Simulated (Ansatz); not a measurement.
# Amorphous SiO0.5 (66 atoms): geometry optimisation, part 2 of 3

Aim: bring amorphous SiO0.5 (66 atoms) to a nearby minimum of the energy and see what moves.

Ansatz 0.2.0; Kohn-Sham DFT, PBE, PAW (set soft_2), plane waves.

The cell: 44 Si and 22 O. The quench rate of 20 K/ps is many orders above laboratory rates. The starting topology of bonds comes from the classical model. Sampling is at Γ alone, for a cell whose shortest periodic width is 10 Å.

So far. Step 2 (Single point at the start): Neighbours are counted within 2.68 Å (Si-Si), 2.17 Å (Si-O).

## (3) Relaxation

The atoms are relaxed in the fixed cell, aiming at the force tolerance of the input.

Input file input.yaml:

```yaml
crystal:
  lattice:
    - [10.4839, 0.0, 0.0]
    - [0.0, 10.4839, 0.0]
    - [0.0, 0.0, 10.4839]
  atoms:
    [... the 66 atom lines of step 2 ...]
kpoints:
  mp_grid: { grid: [1, 1, 1] }
hamiltonian:
  xc: pbe
scf:
  occupations: { method: gaussian, width: 0.05 }
output:
  forces: true
relax:
  f_tol: 0.03
  max_steps: 200
```

On the command line:

```bash
ansatz run input.yaml --threads 4 --pin off --max-ram 8192MiB --backend cpu --events-out ev --progress --plain --runs-dir out
```

Numbers of over 12 decimals in the logs are rounded to 6 here.

Log:

```text
[...]
Crystal: 66 atoms, lattice volume = 1152.308 Å³
Basis set: ecut = 420 eV, 22575 PW (Γ), exchange–correlation on 144×144×144 points (8 copies of the dense FFT grid, shifted against one another)
Bands: 220, of which v1, the nominal top of the filled ones, is band 154 counted from 1 (153 counted from 0)
Symmetry: 1 space group operations
[...]
k-points: 1
[...]
SCF iter   1: F=—  HF=-40431.206113 eV  |F-HF|=—  |Δ(HF+E_count)|=         —  Δρ=9.01e-3  dr2=2.80e0  ethr=1.77e-3  ⟨swp⟩=8.0  Hψ=1146  notcnv=0  defer=32
[...]
SCF iter   9: F=-40430.833194 eV  HF=-40430.833205 eV  |F-HF|=1.12e-5  |Δ(HF+E_count)|=   4.86e-6  Δρ=1.98e-5  dr2=1.52e-5  ethr=7.31e-9  ⟨swp⟩=4.0  Hψ=666  notcnv=0
SCF 1 converged in 9 iterations: F = -40430.833194 eV  dr2 = 1.52e-5
[...]
relax step   1: F+E_penalty+E_count = -40430.83319382 eV  Δ(F+E_penalty+E_count) = +0.000e0 eV  max|allowed force component| = 4.917e0 eV/Å  Δτ_max = 0.0000 Å  (9 SCF iters, dr2 threshold 2.25e-5 eV, accepted)
[...]
relax step   2: F+E_penalty+E_count = -40440.17168011 eV  Δ(F+E_penalty+E_count) = -9.338e0 eV  max|allowed force component| = 3.816e0 eV/Å  Δτ_max = 0.1947 Å  (7 SCF iters, dr2 threshold 1.00e-4 eV, accepted)
[...]
relax step   3: F+E_penalty+E_count = -40446.50249317 eV  Δ(F+E_penalty+E_count) = -6.331e0 eV  max|allowed force component| = 2.696e0 eV/Å  Δτ_max = 0.1949 Å  (7 SCF iters, dr2 threshold 1.00e-4 eV, accepted)
relax step   4: F+E_penalty+E_count = -40449.65444039 eV  Δ(F+E_penalty+E_count) = -3.152e0 eV  max|allowed force component| = 1.617e0 eV/Å  Δτ_max = 0.1950 Å  (7 SCF iters, dr2 threshold 1.00e-4 eV, accepted)
relax step   5: F+E_penalty+E_count = -40451.89924235 eV  Δ(F+E_penalty+E_count) = -2.245e0 eV  max|allowed force component| = 1.215e0 eV/Å  Δτ_max = 0.1999 Å  (7 SCF iters, dr2 threshold 1.00e-4 eV, accepted)
relax step   6: F+E_penalty+E_count = -40453.35464182 eV  Δ(F+E_penalty+E_count) = -1.455e0 eV  max|allowed force component| = 1.106e0 eV/Å  Δτ_max = 0.1921 Å  (8 SCF iters, dr2 threshold 1.00e-4 eV, accepted)
relax step   7: F+E_penalty+E_count = -40454.20278854 eV  Δ(F+E_penalty+E_count) = -8.481e-1 eV  max|allowed force component| = 8.008e-1 eV/Å  Δτ_max = 0.1950 Å  (6 SCF iters, dr2 threshold 1.00e-4 eV, accepted)
relax step   8: F+E_penalty+E_count = -40455.01657660 eV  Δ(F+E_penalty+E_count) = -8.138e-1 eV  max|allowed force component| = 9.399e-1 eV/Å  Δτ_max = 0.1905 Å  (7 SCF iters, dr2 threshold 1.00e-4 eV, accepted)
relax step   9: F+E_penalty+E_count = -40455.83955487 eV  Δ(F+E_penalty+E_count) = -8.230e-1 eV  max|allowed force component| = 1.005e0 eV/Å  Δτ_max = 0.1981 Å  (7 SCF iters, dr2 threshold 1.00e-4 eV, accepted)
relax step  10: F+E_penalty+E_count = -40456.45746596 eV  Δ(F+E_penalty+E_count) = -6.179e-1 eV  max|allowed force component| = 6.413e-1 eV/Å  Δτ_max = 0.1972 Å  (7 SCF iters, dr2 threshold 1.00e-4 eV, accepted)
relax step  11: F+E_penalty+E_count = -40456.90495615 eV  Δ(F+E_penalty+E_count) = -4.475e-1 eV  max|allowed force component| = 4.480e-1 eV/Å  Δτ_max = 0.1941 Å  (6 SCF iters, dr2 threshold 1.00e-4 eV, accepted)
relax step  12: F+E_penalty+E_count = -40457.23464801 eV  Δ(F+E_penalty+E_count) = -3.297e-1 eV  max|allowed force component| = 3.870e-1 eV/Å  Δτ_max = 0.1917 Å  (6 SCF iters, dr2 threshold 8.18e-5 eV, accepted)
relax step  13: F+E_penalty+E_count = -40457.64110696 eV  Δ(F+E_penalty+E_count) = -4.065e-1 eV  max|allowed force component| = 5.603e-1 eV/Å  Δτ_max = 0.1959 Å  (6 SCF iters, dr2 threshold 7.31e-5 eV, accepted)
relax step  14: F+E_penalty+E_count = -40458.16158411 eV  Δ(F+E_penalty+E_count) = -5.205e-1 eV  max|allowed force component| = 5.213e-1 eV/Å  Δτ_max = 0.1903 Å  (7 SCF iters, dr2 threshold 1.00e-4 eV, accepted)
relax step  15: F+E_penalty+E_count = -40458.71897484 eV  Δ(F+E_penalty+E_count) = -5.574e-1 eV  max|allowed force component| = 7.814e-1 eV/Å  Δτ_max = 0.1957 Å  (7 SCF iters, dr2 threshold 1.00e-4 eV, accepted)
relax step  16: F+E_penalty+E_count = -40459.16572142 eV  Δ(F+E_penalty+E_count) = -4.467e-1 eV  max|allowed force component| = 6.170e-1 eV/Å  Δτ_max = 0.1964 Å  (5 SCF iters, dr2 threshold 1.00e-4 eV, accepted)
relax step  17: F+E_penalty+E_count = -40459.45178332 eV  Δ(F+E_penalty+E_count) = -2.861e-1 eV  max|allowed force component| = 3.816e-1 eV/Å  Δτ_max = 0.1949 Å  (5 SCF iters, dr2 threshold 1.00e-4 eV, accepted)
relax step  18: F+E_penalty+E_count = -40459.59507256 eV  Δ(F+E_penalty+E_count) = -1.433e-1 eV  max|allowed force component| = 5.182e-1 eV/Å  Δτ_max = 0.2000 Å  (7 SCF iters, dr2 threshold 5.57e-5 eV, accepted)
relax step  19: F+E_penalty+E_count = -40459.72807557 eV  Δ(F+E_penalty+E_count) = -1.330e-1 eV  max|allowed force component| = 4.407e-1 eV/Å  Δτ_max = 0.1336 Å  (7 SCF iters, dr2 threshold 1.00e-4 eV, accepted)
relax step  20: F+E_penalty+E_count = -40459.89011920 eV  Δ(F+E_penalty+E_count) = -1.620e-1 eV  max|allowed force component| = 6.787e-1 eV/Å  Δτ_max = 0.1094 Å  (5 SCF iters, dr2 threshold 1.00e-4 eV, accepted)
relax step  21: F+E_penalty+E_count = -40460.18228666 eV  Δ(F+E_penalty+E_count) = -2.922e-1 eV  max|allowed force component| = 9.245e-1 eV/Å  Δτ_max = 0.1997 Å  (6 SCF iters, dr2 threshold 1.00e-4 eV, accepted)
relax step  22: F+E_penalty+E_count = -40460.44047666 eV  Δ(F+E_penalty+E_count) = -2.582e-1 eV  max|allowed force component| = 7.682e-1 eV/Å  Δτ_max = 0.1949 Å  (5 SCF iters, dr2 threshold 1.00e-4 eV, accepted)
relax step  23: F+E_penalty+E_count = -40460.69288299 eV  Δ(F+E_penalty+E_count) = -2.524e-1 eV  max|allowed force component| = 3.987e-1 eV/Å  Δτ_max = 0.2000 Å  (6 SCF iters, dr2 threshold 1.00e-4 eV, accepted)
relax step  24: F+E_penalty+E_count = -40460.79169430 eV  Δ(F+E_penalty+E_count) = -9.881e-2 eV  max|allowed force component| = 3.683e-1 eV/Å  Δτ_max = 0.1940 Å  (6 SCF iters, dr2 threshold 4.28e-5 eV, accepted)
relax step  25: F+E_penalty+E_count = -40460.64667164 eV  Δ(F+E_penalty+E_count) = +1.450e-1 eV  max|allowed force component| = 6.079e-1 eV/Å  Δτ_max = 0.2000 Å  (7 SCF iters, dr2 threshold 3.65e-5 eV, rejected (line search))
relax step  26: F+E_penalty+E_count = -40460.85735484 eV  Δ(F+E_penalty+E_count) = -6.566e-2 eV  max|allowed force component| = 1.704e-1 eV/Å  Δτ_max = 0.0973 Å  (10 SCF iters, accepted)
[...]
relax step  29: F+E_penalty+E_count = -40460.79797010 eV  Δ(F+E_penalty+E_count) = +7.516e-2 eV  max|allowed force component| = 4.337e-1 eV/Å  Δτ_max = 0.2000 Å  (10 SCF iters, rejected (line search))
relax step  30: F+E_penalty+E_count = -40460.89237329 eV  Δ(F+E_penalty+E_count) = -1.924e-2 eV  max|allowed force component| = 1.191e-1 eV/Å  Δτ_max = 0.0831 Å  (10 SCF iters, accepted)
relax step  31: F+E_penalty+E_count = -40460.91438136 eV  Δ(F+E_penalty+E_count) = -2.201e-2 eV  max|allowed force component| = 2.623e-1 eV/Å  Δτ_max = 0.0969 Å  (9 SCF iters, accepted)
[...]
relax step  50: F+E_penalty+E_count = -40462.56828948 eV  Δ(F+E_penalty+E_count) = -4.102e-2 eV  max|allowed force component| = 1.572e-1 eV/Å  Δτ_max = 0.0791 Å  (6 SCF iters, dr2 threshold 3.42e-5 eV, accepted)
relax step  51: F+E_penalty+E_count = -40462.58710344 eV  Δ(F+E_penalty+E_count) = -1.881e-2 eV  max|allowed force component| = 1.266e-1 eV/Å  Δτ_max = 0.0586 Å  (6 SCF iters, dr2 threshold 1.15e-5 eV, accepted)
relax step  52: F+E_penalty+E_count = -40462.60140246 eV  Δ(F+E_penalty+E_count) = -1.430e-2 eV  max|allowed force component| = 1.591e-1 eV/Å  Δτ_max = 0.0485 Å  (6 SCF iters, dr2 threshold 7.46e-6 eV, accepted)
relax step  53: F+E_penalty+E_count = -40462.61551526 eV  Δ(F+E_penalty+E_count) = -1.411e-2 eV  max|allowed force component| = 1.020e-1 eV/Å  Δτ_max = 0.0654 Å  (5 SCF iters, dr2 threshold 1.64e-5 eV, accepted)
relax step  54: F+E_penalty+E_count = -40462.62705176 eV  Δ(F+E_penalty+E_count) = -1.154e-2 eV  max|allowed force component| = 1.007e-1 eV/Å  Δτ_max = 0.0903 Å  (7 SCF iters, dr2 threshold 4.27e-6 eV, accepted)
relax step  55: F+E_penalty+E_count = -40462.63394215 eV  Δ(F+E_penalty+E_count) = -6.890e-3 eV  max|allowed force component| = 7.855e-2 eV/Å  Δτ_max = 0.0679 Å  (6 SCF iters, dr2 threshold 4.17e-6 eV, accepted)
relax step  56: F+E_penalty+E_count = -40462.63834144 eV  Δ(F+E_penalty+E_count) = -4.399e-3 eV  max|allowed force component| = 5.187e-2 eV/Å  Δτ_max = 0.0348 Å  (6 SCF iters, dr2 threshold 3.75e-6 eV, accepted)
relax step  57: F+E_penalty+E_count = -40462.64057871 eV  Δ(F+E_penalty+E_count) = -2.237e-3 eV  max|allowed force component| = 3.738e-2 eV/Å  Δτ_max = 0.0256 Å  (6 SCF iters, dr2 threshold 1.17e-6 eV, accepted)
[...]
relax step  58: F+E_penalty+E_count = -40462.64144439 eV  Δ(F+E_penalty+E_count) = -8.657e-4 eV  max|allowed force component| = 2.826e-2 eV/Å  Δτ_max = 0.0091 Å  (7 SCF iters, accepted)
SCF converged after 7 iterations
Free energy (F): -40462.641444 eV
[...]
Internal energy: -40462.641444 eV  (E = F + TS)
E sigma→0 (E₀):  -40462.641444 eV
Fermi energy:    5.865508 eV
[...]
--- Forces (eV/Å), atoms counted from 1 ---
  atom   1  Si    -0.00688968     0.01263333    -0.01543185
  atom   2  Si    -0.00001034     0.00517835    -0.00771938
  atom   3  Si     0.00410939    -0.00097311     0.00243151
  atom   4  Si     0.00230738    -0.00186379     0.00099821
  atom   5  Si     0.00004629     0.00112361    -0.00282920
  atom   6  Si    -0.00422716     0.00179715    -0.00270668
  atom   7  Si     0.00734167    -0.00233857    -0.00461812
  atom   8  Si    -0.00576066    -0.00759922     0.00211145
  atom   9  Si     0.00749654    -0.00390463     0.00207346
  atom  10  Si    -0.00478994     0.01523692     0.00924630
  atom  11  Si    -0.00400093    -0.00455185    -0.00046621
  atom  12  Si     0.00475207    -0.00137613    -0.00973890
  atom  13  Si    -0.00064378    -0.00049365     0.00010027
  atom  14  Si     0.00161993     0.00350721    -0.00544979
[...]
atom  65  O      0.00852887     0.00581050     0.00016110
  atom  66  O      0.01688995     0.00112400     0.01062853
  max |Σ_I F_I| component: 1.26e-4 eV/Å
--- Relaxed structure (58 steps of the walk, 56 accepted, 0 SCFs on fresh bases) ---
  F+E_penalty+E_count = -40462.64144439 eV   max|allowed force component| = 2.826e-2 eV/Å
  atoms:
    - { symbol: Si, position: [0.591580, -0.018777, 0.748439] }
    - { symbol: Si, position: [0.0040018, 0.675715, 0.881915] }
    - { symbol: Si, position: [0.326027, 0.731434, 0.266278] }
    - { symbol: Si, position: [0.828422, 0.474542, 0.184524] }
[...]
- { symbol: O, position: [0.554746, 0.874940, 0.858362] }
```

Wall time 3.7 min (4 threads of Arm Neoverse V2, shared host); peak memory 1.1 GiB; 14 min of CPU time.

Step by step (22 of 58):

```csv
step,energy less that of the first step (eV),largest force component (eV/Å)
1,0.0000,4.9165
4,-18.8212,1.6167
6,-22.5214,1.1062
9,-25.0064,1.0047
12,-26.4015,0.3870
15,-27.8858,0.7814
17,-28.6186,0.3816
20,-29.0569,0.6787
23,-29.8597,0.3987
25,-29.8135,0.6079
28,-30.0399,0.0697
31,-30.0812,0.2623
34,-30.2327,0.3423
36,-30.3386,0.1838
39,-30.4084,0.1077
42,-30.5229,0.4475
44,-30.8767,0.7127
47,-31.5541,0.3109
50,-31.7351,0.1572
53,-31.7823,0.1020
55,-31.8007,0.0785
58,-31.8083,0.0283
```

Relaxation steps 25, 29 were tried and not accepted.

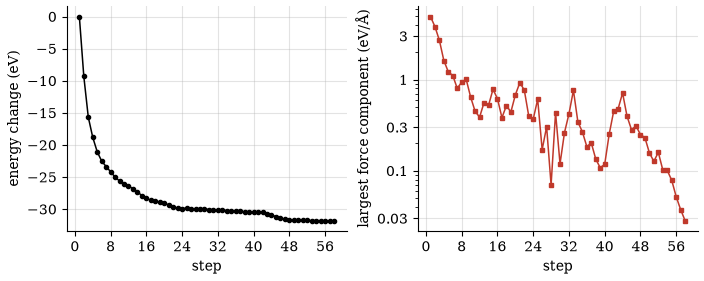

Energy and largest force along the relaxation.

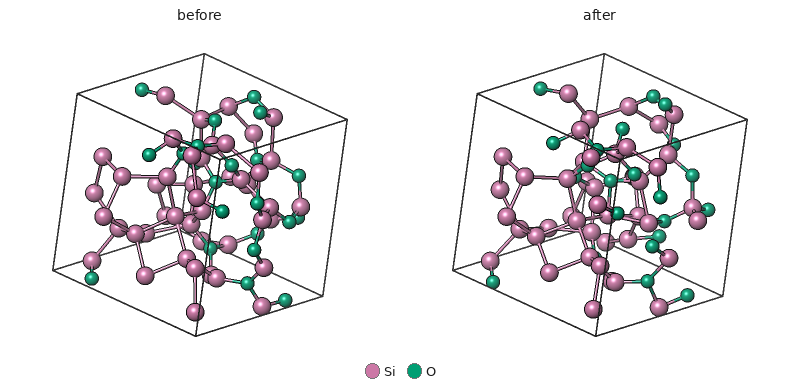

The structure before and after the relaxation, drawn at the same scale.

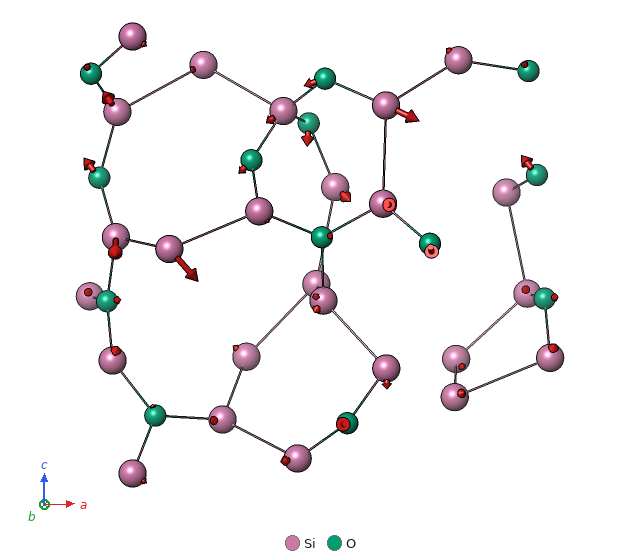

Displacements in the relaxation, scaled; the longest in the cell stands for 2.84 Å. Drawn is a slice 5 Å thick, seen along the normal of the ac plane.

The atoms that moved most (Å):

```csv
atom,dx,dy,dz,length
Si6,-0.226,-2.767,-0.584,2.837
O58,1.961,-0.293,-0.742,2.117
Si8,0.905,1.665,0.230,1.909
Si34,1.158,0.183,-1.317,1.763
Si11,-1.016,-1.290,0.255,1.662
O49,0.195,1.344,-0.590,1.481
O63,-0.152,1.419,-0.189,1.440
Si13,1.202,-0.503,-0.551,1.415
```

The relaxation changed the energy by -482 meV/atom, and atoms moved by 0.83 Å r.m.s., 2.8 Å at most.

## (4) Local order after relaxation

Bonds before and after, by the cutoffs listed below:

```csv
pair,bonds before,bonds after,mean before (Å),mean after (Å),spread before (Å),spread after (Å)
Si-Si,54,66,2.415,2.434,0.101,0.125
Si-O,59,51,1.686,1.740,0.049,0.100
```

Density 2.29 g/cm³, 17.46 Å³ an atom.

g(r), total and by pair (bins of 0.2 Å):

```csv
r (Å),total,Si-Si,Si-O,O-O
1.60,2.28,0.00,5.15,0.00
1.80,1.04,0.00,2.34,0.00
2.00,0.23,0.00,0.51,0.00
2.20,0.17,0.27,0.10,0.00
2.40,1.85,4.10,0.00,0.31
2.60,0.71,0.64,0.07,3.60
2.80,0.56,0.48,0.30,1.92
3.00,0.65,0.63,0.66,0.65
3.20,1.33,0.92,1.74,1.28
3.40,1.27,0.82,1.83,0.83
3.60,0.98,0.81,1.28,0.43
3.80,1.24,1.54,0.99,1.04
4.00,1.08,1.25,1.09,0.35
4.20,0.91,0.83,0.99,0.86
4.40,0.95,0.98,0.74,1.67
4.60,0.95,1.15,0.76,0.91
4.80,0.91,1.20,0.70,0.57
5.00,0.99,0.95,1.04,0.99
```

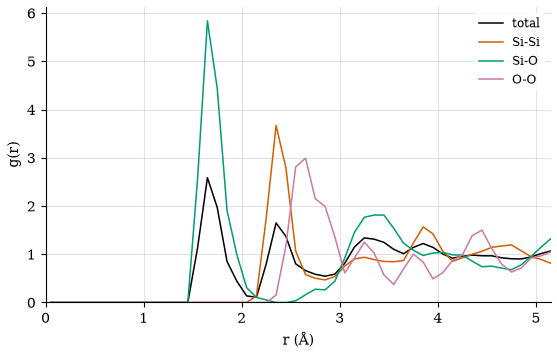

Pair distribution functions, lightly smoothed.

Bonds by pair of elements; cutoffs follow the first minimum of g(r), held within bounds set by covalent radii, and pairs that aren't listed don't count as bonded:

```csv
pair A-B,cutoff (Å),bonds,mean length (Å),spread (Å),shortest (Å),B about A,A about B
Si-Si,2.83,66,2.43,0.125,2.29,3,3
Si-O,2.38,51,1.74,0.1,1.63,1.16,2.32
```

How many atoms have how many bonded neighbours:

```csv
element,mean,2,3,4,5,6
O,2.32,15,7,0,0,0
Si,4.16,0,6,27,9,2
```

Bond angles, per cent of each kind in bins of 5°:

```csv
angle (°),Si-Si-Si,O-Si-Si,Si-O-Si,O-Si-O
40–45,0.0,3.3,0.0,0.0
45–50,0.6,0.0,0.0,0.0
50–55,1.3,0.0,0.0,0.0
55–60,1.9,0.0,0.0,0.0
60–65,1.3,0.0,0.0,0.0
65–70,4.5,0.0,0.0,0.0
70–75,1.3,1.6,0.0,0.0
75–80,0.6,1.6,0.0,0.0
80–85,3.2,1.6,0.0,0.0
85–90,5.2,3.3,0.0,0.0
90–95,5.8,9.0,2.8,13.0
95–100,9.0,8.2,2.8,30.4
100–105,11.0,13.1,8.3,26.1
105–110,15.5,13.1,5.6,13.0
110–115,9.7,14.8,2.8,4.3
115–120,6.5,12.3,5.6,13.0
120–125,3.2,6.6,16.7,0.0
125–130,8.4,2.5,16.7,0.0
130–135,3.9,0.8,11.1,0.0
135–140,1.3,2.5,5.6,0.0
140–145,2.6,1.6,5.6,0.0
145–150,0.0,0.8,11.1,0.0
150–155,1.3,0.8,0.0,0.0
155–160,0.6,0.0,2.8,0.0
160–165,0.0,0.8,0.0,0.0
165–170,0.0,0.0,0.0,0.0
170–175,1.3,0.0,2.8,0.0
```

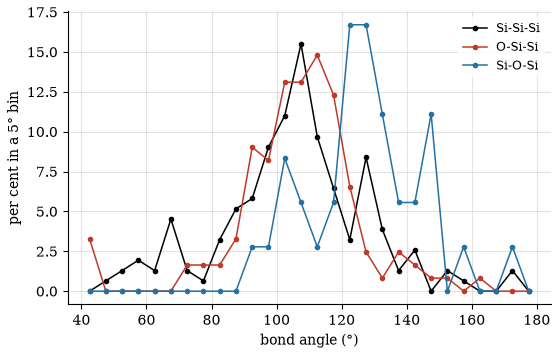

Distributions of the most common bond angles.

Bond angles (no mean is given where the spread exceeds 20°):

```csv
angle,count,mean (°),spread (°)
Si-Si-Si,155,-,-
O-Si-Si,122,-,-
Si-O-Si,36,127,17.3
O-Si-O,23,103,6.7
```

Bond length by coordination (bonds to H left out):

```csv
element,coordination,atoms,mean bond length (Å)
O,2,15,1.67
O,3,7,1.84
Si,3,6,2.22
Si,4,27,2.23
Si,5,9,2.23
Si,6,2,2.41
```

Rings of the network by King's shortest-path rule, up to 12 atoms, one path for each pair of neighbours; H, halogens, alkali and alkaline-earth atoms are left out, and the last column divides by all other atoms, bonded or not:

```csv
ring size (atoms),rings,per network atom
3,7,0.106
4,9,0.136
5,15,0.227
6,20,0.303
7,28,0.424
8,27,0.409
9,14,0.212
10,5,0.076
11,2,0.03
```

With the cutoffs above, 68 % of O atoms have 2 and 61 % of Si atoms have 4 bonded neighbours. Rings of 7 atoms are the most common (22 % of those counted); sizes run from 3 to 11.

(Continued in part 3 of 3.)

[Logs are printed without paths, hosts, clocks, repeated set-up lines and the standing remarks that a program may print on its own settings, such as how far it seeks lower states.]

[Hosts, paths, dates, database ids (printed as entryN), source tags and the programs' standing remarks are cut or masked in the printed files.]
